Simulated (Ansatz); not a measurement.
## Molecular dynamics, with input and output: CH5NSSn (part 1 of 2)

CH5NSSn, computed with RKS r2SCAN-rvv10/def2-SVP (Ansatz 0.2.0).

The geometry comes from this level: PBE0-D4/def2-TZVP. Figures and captions count atoms from 1; the log counts them from 0 in places.

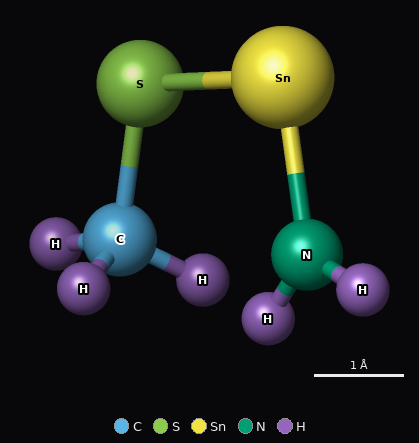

**Figure 1.** The input geometry (ball-and-stick view, seen at a tilt). Sticks mark near contacts. Bond lengths as drawn: C–H 1.09 Å, C–S 1.81 Å, H–N 1.01 Å, N–Sn 2.02 Å and S–Sn 2.44 Å.

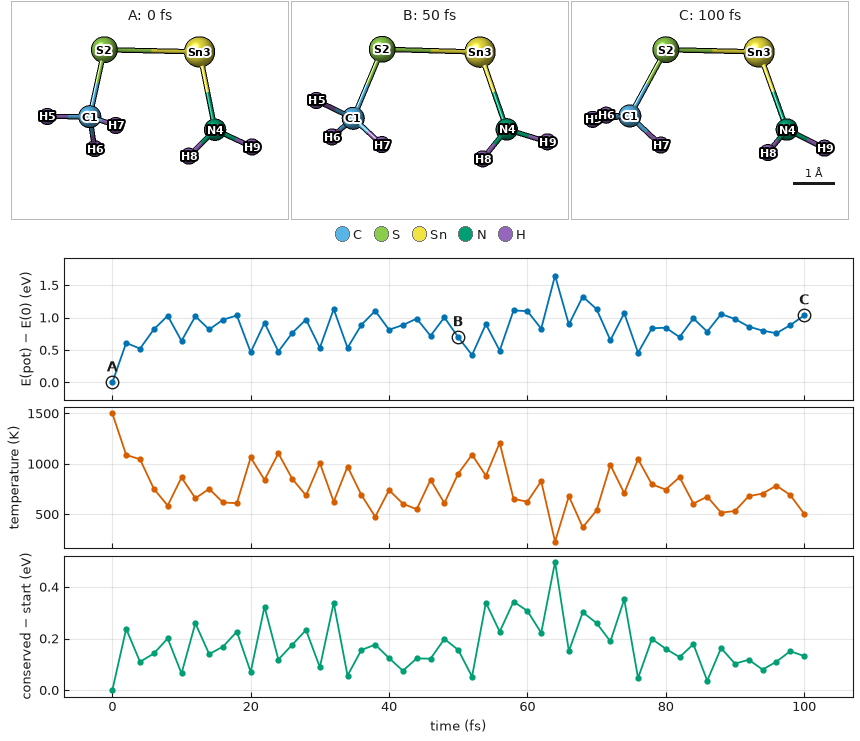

**Figure 2.** Frames of the molecular dynamics (ball-and-stick, seen at a tilt) above the curves, on which the letters mark them. The trajectory kept here has 51 frames over 100 fs. The temperature starts at 1500 K, ranges from 228 to 1500 K and averages 725 K over the second half. The potential energy ends 1.033 eV above its first value. The conserved quantity stays within 0.5 eV. After an unweighted best fit of the last frame on the first, the root-mean-square displacement is 0.75 Å, and H6 has moved furthest (1.27 Å).

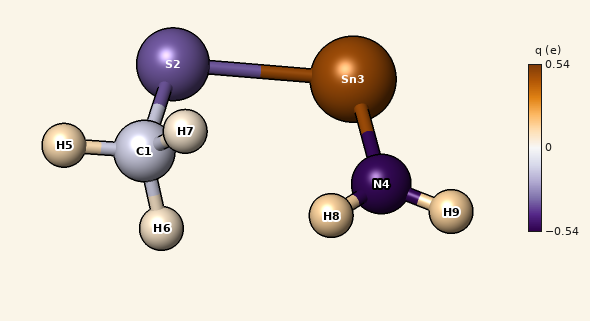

**Figure 3.** Mulliken charges, as the colour of each atom (ball-and-stick view, seen at a tilt; atoms are numbered from 1 in the order of the input). By element: C −0.13, S −0.36, Sn +0.48, N −0.51 and H +0.06 to +0.14 e.

The input and output of the run follow.

The input:
```yaml
crystal:
  periodic: [false, false, false]
  atoms:
    - {symbol: C, position_ang: [-0.954900, 0.380426, 0.973855]}
    - {symbol: S, position_ang: [0.668730, 0.288334, 1.772203]}
    - {symbol: Sn, position_ang: [2.245955, -0.372421, 0.037244]}
    - {symbol: N, position_ang: [0.911724, -0.492347, -1.469428]}
    - {symbol: H, position_ang: [-1.675861, 0.673955, 1.736936]}
    - {symbol: H, position_ang: [-0.964368, 1.130517, 0.182227]}
    - {symbol: H, position_ang: [-1.253096, -0.588139, 0.570916]}
    - {symbol: H, position_ang: [-0.079054, -0.315781, -1.417638]}
    - {symbol: H, position_ang: [1.189469, -0.750844, -2.403316]}
basis:
  gaussian: {orbitals: def2-SVP}
hamiltonian: {xc: {name: r2SCAN}, dispersion: rvv10}
md: {timestep: 2 fs, n_steps: 50, ensemble: nve, temperature: 1500, initial_velocities: maxwell_boltzmann, seed: 747}
```

Run as:
```bash
ansatz run in.yaml --threads 4 --pin off --events-out ev --progress --plain --max-ram 10444MiB
```

What the program printed:
```
Functional definition: r2SCAN+rVV10
  name "r2SCAN+rVV10"
  cite "Furness, Kaplan, Ning, Perdew & Sun, J. Phys. Chem. Lett. 11, 8208 (2020) doi:10.1021/acs.jpclett.0c02405"
  cite "Furness, Kaplan, Ning, Perdew & Sun, J. Phys. Chem. Lett. 11, 9248 (2020) doi:10.1021/acs.jpclett.0c03077"
  cite "Vydrov & Van Voorhis, J. Chem. Phys. 133, 244103 (2010) doi:10.1063/1.3521275"
  cite "Sabatini, Gorni & de Gironcoli, Phys. Rev. B 87, 041108(R) (2013) doi:10.1103/PhysRevB.87.041108"
  cite "Ning et al., Phys. Rev. B 106, 075422 (2022) doi:10.1103/PhysRevB.106.075422"
  parent "r2scan"
  parameter k0 = 0.174
  parameter k1 = 0.065
  parameter a1 = 4.9479
  exchange = r2scan_x(k0 = k0, k1 = k1, a1 = a1)
  correlation = r2scan_c + rvv10(11.95, 0.0093)
1116 factors; their error is unknown
mean field evaluation 1: about -19257.2369 eV, gradient 7.1e1 eV
mean field evaluation 2: about -19195.6346 eV, gradient 1.4e2 eV
mean field evaluation 4: about -19268.1779 eV, gradient 1.4e1 eV
mean field evaluation 8: about -19268.7894 eV, gradient 1.1e-1 eV
mean field evaluation 16: about -19268.7510 eV, gradient 7.3e-4 eV
mean field -19268.75100506 eV, -708.1135386074 hartree, gradient 4.5e-5 eV, S^2 0.000000; 0 other end points of the search recorded, 0 dependent functions left out
the calculation of the forces begins
reference -19268.75101486 eV, -708.1135389676 hartree; 28, 28 occupied and 69, 69 virtual orbitals, 1116 factors
md step     0: t =     0.00 fs  T =  1500.0 K  F+E_penalty+E_count = -19268.75100506 eV  E_kin = 1.357230 eV  conserved = -19267.39377507 eV  (30 SCF iters)
these checks for a lower state are left out or cut short: starts, cluster_reference, orbital_swaps, neighbouring_geometries, increment
1116 factors; their error is unknown
mean field -19268.14113875 eV, -708.0911264338 hartree, gradient 2.0e-5 eV, S^2 0.000000; 0 other end points of the search recorded, 0 dependent functions left out
the calculation of the forces begins
reference -19268.14114854 eV, -708.0911267939 hartree; 28, 28 occupied and 69, 69 virtual orbitals, 1116 factors
md step     1: t =     2.00 fs  T =  1088.6 K  F+E_penalty+E_count = -19268.14113875 eV  E_kin = 0.985004 eV  conserved = -19267.15613464 eV  (30 SCF iters)
[... from here on the SCF iterations and repeated set-up lines of each step are left out, up to the last step ...]
md step     2: t =     4.00 fs  T =  1045.4 K  F+E_penalty+E_count = -19268.22987761 eV  E_kin = 0.945879 eV  conserved = -19267.28399875 eV  (31 SCF iters)
md step     3: t =     6.00 fs  T =   752.4 K  F+E_penalty+E_count = -19267.93234931 eV  E_kin = 0.680751 eV  conserved = -19267.25159816 eV  (31 SCF iters)
md step     4: t =     8.00 fs  T =   586.0 K  F+E_penalty+E_count = -19267.72363088 eV  E_kin = 0.530236 eV  conserved = -19267.19339480 eV  (32 SCF iters)
md step     5: t =    10.00 fs  T =   864.8 K  F+E_penalty+E_count = -19268.11150577 eV  E_kin = 0.782462 eV  conserved = -19267.32904342 eV  (32 SCF iters)
md step     6: t =    12.00 fs  T =   659.0 K  F+E_penalty+E_count = -19267.73085627 eV  E_kin = 0.596310 eV  conserved = -19267.13454611 eV  (31 SCF iters)
md step     7: t =    14.00 fs  T =   751.9 K  F+E_penalty+E_count = -19267.93423535 eV  E_kin = 0.680297 eV  conserved = -19267.25393877 eV  (32 SCF iters)
md step     8: t =    16.00 fs  T =   616.8 K  F+E_penalty+E_count = -19267.78321592 eV  E_kin = 0.558080 eV  conserved = -19267.22513636 eV  (31 SCF iters)
md step     9: t =    18.00 fs  T =   609.8 K  F+E_penalty+E_count = -19267.71894285 eV  E_kin = 0.551789 eV  conserved = -19267.16715413 eV  (33 SCF iters)
md step    10: t =    20.00 fs  T =  1063.1 K  F+E_penalty+E_count = -19268.28545489 eV  E_kin = 0.961937 eV  conserved = -19267.32351750 eV  (31 SCF iters)
md step    11: t =    22.00 fs  T =   841.5 K  F+E_penalty+E_count = -19267.83209381 eV  E_kin = 0.761433 eV  conserved = -19267.07066129 eV  (32 SCF iters)
md step    12: t =    24.00 fs  T =  1104.2 K  F+E_penalty+E_count = -19268.27423789 eV  E_kin = 0.999132 eV  conserved = -19267.27510573 eV  (32 SCF iters)
md step    13: t =    26.00 fs  T =   852.2 K  F+E_penalty+E_count = -19267.98913617 eV  E_kin = 0.771063 eV  conserved = -19267.21807313 eV  (31 SCF iters)
md step    14: t =    28.00 fs  T =   686.3 K  F+E_penalty+E_count = -19267.78170170 eV  E_kin = 0.620993 eV  conserved = -19267.16070852 eV  (33 SCF iters)
md step    15: t =    30.00 fs  T =  1007.3 K  F+E_penalty+E_count = -19268.21663408 eV  E_kin = 0.911425 eV  conserved = -19267.30520902 eV  (32 SCF iters)
md step    16: t =    32.00 fs  T =   624.3 K  F+E_penalty+E_count = -19267.62033473 eV  E_kin = 0.564924 eV  conserved = -19267.05541072 eV  (32 SCF iters)
md step    17: t =    34.00 fs  T =   972.8 K  F+E_penalty+E_count = -19268.21748112 eV  E_kin = 0.880239 eV  conserved = -19267.33724252 eV  (31 SCF iters)
md step    18: t =    36.00 fs  T =   691.9 K  F+E_penalty+E_count = -19267.86408987 eV  E_kin = 0.626023 eV  conserved = -19267.23806655 eV  (31 SCF iters)
md step    19: t =    38.00 fs  T =   475.2 K  F+E_penalty+E_count = -19267.64744316 eV  E_kin = 0.429942 eV  conserved = -19267.21750129 eV  (32 SCF iters)
md step    20: t =    40.00 fs  T =   739.5 K  F+E_penalty+E_count = -19267.93854880 eV  E_kin = 0.669108 eV  conserved = -19267.26944042 eV  (32 SCF iters)
md step    21: t =    42.00 fs  T =   605.0 K  F+E_penalty+E_count = -19267.86603866 eV  E_kin = 0.547396 eV  conserved = -19267.31864225 eV  (32 SCF iters)
md step    22: t =    44.00 fs  T =   549.1 K  F+E_penalty+E_count = -19267.76758382 eV  E_kin = 0.496851 eV  conserved = -19267.27073240 eV  (32 SCF iters)
md step    23: t =    46.00 fs  T =   840.7 K  F+E_penalty+E_count = -19268.03257051 eV  E_kin = 0.760676 eV  conserved = -19267.27189411 eV  (31 SCF iters)
md step    24: t =    48.00 fs  T =   610.8 K  F+E_penalty+E_count = -19267.74801370 eV  E_kin = 0.552671 eV  conserved = -19267.19534304 eV  (32 SCF iters)
md step    25: t =    50.00 fs  T =   903.0 K  F+E_penalty+E_count = -19268.05476635 eV  E_kin = 0.817016 eV  conserved = -19267.23775059 eV  (33 SCF iters)
md step    26: t =    52.00 fs  T =  1091.1 K  F+E_penalty+E_count = -19268.32835742 eV  E_kin = 0.987275 eV  conserved = -19267.34108246 eV  (32 SCF iters)
md step    27: t =    54.00 fs  T =   881.9 K  F+E_penalty+E_count = -19267.85291818 eV  E_kin = 0.797980 eV  conserved = -19267.05493861 eV  (32 SCF iters)
md step    28: t =    56.00 fs  T =  1208.3 K  F+E_penalty+E_count = -19268.26037284 eV  E_kin = 1.093265 eV  conserved = -19267.16710766 eV  (31 SCF iters)
md step    29: t =    58.00 fs  T =   651.9 K  F+E_penalty+E_count = -19267.64069473 eV  E_kin = 0.589829 eV  conserved = -19267.05086619 eV  (31 SCF iters)
md step    30: t =    60.00 fs  T =   625.0 K  F+E_penalty+E_count = -19267.65224022 eV  E_kin = 0.565553 eV  conserved = -19267.08668680 eV  (32 SCF iters)
md step    31: t =    62.00 fs  T =   828.6 K  F+E_penalty+E_count = -19267.92171724 eV  E_kin = 0.749708 eV  conserved = -19267.17200944 eV  (31 SCF iters)
md step    32: t =    64.00 fs  T =   228.4 K  F+E_penalty+E_count = -19267.10379553 eV  E_kin = 0.206657 eV  conserved = -19266.89713870 eV  (31 SCF iters)
md step    33: t =    66.00 fs  T =   679.0 K  F+E_penalty+E_count = -19267.85697578 eV  E_kin = 0.614342 eV  conserved = -19267.24263409 eV  (31 SCF iters)
md step    34: t =    68.00 fs  T =   371.1 K  F+E_penalty+E_count = -19267.42783881 eV  E_kin = 0.335747 eV  conserved = -19267.09209151 eV  (31 SCF iters)
md step    35: t =    70.00 fs  T =   537.9 K  F+E_penalty+E_count = -19267.62048195 eV  E_kin = 0.486717 eV  conserved = -19267.13376489 eV  (31 SCF iters)
md step    36: t =    72.00 fs  T =   988.6 K  F+E_penalty+E_count = -19268.09932913 eV  E_kin = 0.894489 eV  conserved = -19267.20484019 eV  (31 SCF iters)
md step    37: t =    74.00 fs  T =   708.8 K  F+E_penalty+E_count = -19267.68361908 eV  E_kin = 0.641344 eV  conserved = -19267.04227504 eV  (32 SCF iters)
md step    38: t =    76.00 fs  T =  1045.5 K  F+E_penalty+E_count = -19268.29264632 eV  E_kin = 0.945958 eV  conserved = -19267.34668872 eV  (30 SCF iters)
md step    39: t =    78.00 fs  T =   796.1 K  F+E_penalty+E_count = -19267.91583929 eV  E_kin = 0.720348 eV  conserved = -19267.19549110 eV  (31 SCF iters)
md step    40: t =    80.00 fs  T =   744.9 K  F+E_penalty+E_count = -19267.90745140 eV  E_kin = 0.674037 eV  conserved = -19267.23341394 eV  (32 SCF iters)
md step    41: t =    82.00 fs  T =   868.1 K  F+E_penalty+E_count = -19268.05114323 eV  E_kin = 0.785437 eV  conserved = -19267.26570626 eV  (32 SCF iters)
md step    42: t =    84.00 fs  T =   606.0 K  F+E_penalty+E_count = -19267.76410847 eV  E_kin = 0.548327 eV  conserved = -19267.21578141 eV  (33 SCF iters)
md step    43: t =    86.00 fs  T =   674.7 K  F+E_penalty+E_count = -19267.96786990 eV  E_kin = 0.610492 eV  conserved = -19267.35737742 eV  (32 SCF iters)
md step    44: t =    88.00 fs  T =   516.0 K  F+E_penalty+E_count = -19267.69759038 eV  E_kin = 0.466928 eV  conserved = -19267.23066283 eV  (31 SCF iters)
md step    45: t =    90.00 fs  T =   531.9 K  F+E_penalty+E_count = -19267.77240905 eV  E_kin = 0.481293 eV  conserved = -19267.29111595 eV  (32 SCF iters)
md step    46: t =    92.00 fs  T =   679.6 K  F+E_penalty+E_count = -19267.89077297 eV  E_kin = 0.614934 eV  conserved = -19267.27583863 eV  (31 SCF iters)
md step    47: t =    94.00 fs  T =   705.2 K  F+E_penalty+E_count = -19267.95217364 eV  E_kin = 0.638080 eV  conserved = -19267.31409388 eV  (32 SCF iters)
md step    48: t =    96.00 fs  T =   784.1 K  F+E_penalty+E_count = -19267.99279366 eV  E_kin = 0.709485 eV  conserved = -19267.28330852 eV  (32 SCF iters)
md step    49: t =    98.00 fs  T =   690.8 K  F+E_penalty+E_count = -19267.86787429 eV  E_kin = 0.625026 eV  conserved = -19267.24284800 eV  (32 SCF iters)
these checks for a lower state are left out or cut short: starts, cluster_reference, orbital_swaps, neighbouring_geometries, increment
1116 factors; their error is unknown
mean field -19267.71822451 eV, -708.0755846224 hartree, gradient 1.0e-5 eV, S^2 0.000000; 0 other end points of the search recorded, 0 dependent functions left out
the calculation of the forces begins
reference -19267.71823491 eV, -708.0755850045 hartree; 28, 28 occupied and 69, 69 virtual orbitals, 1116 factors
1116 factors; their error is unknown
mean field evaluation 416: about -19255.8292 eV, gradient 7.1e1 eV
mean field -19267.71822451 eV, -708.0755846224 hartree, gradient 1.1e-5 eV, S^2 0.000000; 1 other end points of the search recorded, 0 dependent functions left out
the calculation of the forces begins
reference -19267.71823491 eV, -708.0755850045 hartree; 28, 28 occupied and 69, 69 virtual orbitals, 1116 factors
md step    50: t =   100.00 fs  T =   504.8 K  F+E_penalty+E_count = -19267.71822451 eV  E_kin = 0.456710 eV  conserved = -19267.26151420 eV  (32 SCF iters)
Total energy: -19267.71823491 eV, -708.0755850045 hartree
Atom 0 at    -1.037251     0.764759     1.193540 Å, force    -1.000548    -0.308044     3.095224 eV/Å
Atom 1 at     0.598823     0.099251     1.747723 Å, force    -0.496247    -0.203388     0.958087 eV/Å
Atom 2 at     2.262872    -0.314662     0.034422 Å, force    -0.863777    -0.656033    -1.712992 eV/Å
Atom 3 at     0.987527    -0.919803    -1.622146 Å, force     0.266481     0.040011     0.220196 eV/Å
Atom 4 at    -2.030120     0.523783     1.903919 Å, force     2.572533    -0.272188    -2.312588 eV/Å
Atom 5 at    -0.897897     1.798982     1.412341 Å, force     0.004439     1.373153     0.141601 eV/Å
Atom 6 at    -0.986257     0.697441     0.141315 Å, force    -1.147339    -0.566208    -1.623500 eV/Å
Atom 7 at    -0.014206    -1.187279    -1.574957 Å, force     0.711252     0.325287     0.199617 eV/Å
Atom 8 at     1.304681    -1.111205    -2.598096 Å, force    -0.046794     0.267410     1.034355 eV/Å
Dipole moment:    -0.120233     0.068628    -0.396766 e Å
```

Trajectory as extended XYZ (Å, eV, eV/Å), 22 of the 51 frames kept, from step=0 to step=50:
```
9
Properties=species:S:1:pos:R:3:forces:R:3 step=0 time_fs=0.0 energy=-19268.75100 temperature=1500.0
C    -0.9549    0.3804    0.9739    0.1176  -0.0084   0.0514
S     0.6687    0.2883    1.7722    0.0316   0.0786   0.3703
Sn    2.2460   -0.3724    0.0372    0.6010  -0.0813   0.0842
N     0.9117   -0.4923   -1.4694   -0.0183   0.0322   0.1262
H    -1.6759    0.6740    1.7369   -0.2317   0.0886   0.2183
H    -0.9644    1.1305    0.1822   -0.0335   0.2270  -0.2773
H    -1.2531   -0.5881    0.5709   -0.1221  -0.3000  -0.1578
H    -0.0791   -0.3158   -1.4176   -0.4308   0.0664  -0.0291
H     1.1895   -0.7508   -2.4033    0.0862  -0.1031  -0.3862
9
Properties=species:S:1:pos:R:3:forces:R:3 step=2 time_fs=4.0 energy=-19268.22988 temperature=1045.4
C    -1.0066    0.4050    0.9586   -0.4683   0.4959  -0.9318
S     0.6834    0.2774    1.7966   -1.0348   0.2407  -0.7975
Sn    2.2425   -0.3706    0.0305    1.4854   0.0248   0.8618
N     0.9631   -0.5065   -1.4600   -1.5395  -0.1107  -0.7045
H    -1.5977    0.7909    1.8310   -0.2505  -1.1294  -0.5760
H    -1.2155    1.2811    0.1948    1.1480  -1.5152   0.9684
H    -1.3201   -0.6117    0.4306    0.2758   1.9288   1.4836
H    -0.0609   -0.4824   -1.3203    0.6459   0.0324  -0.4516
H     1.2481   -0.7953   -2.3968   -0.2620   0.0326   0.1477
```
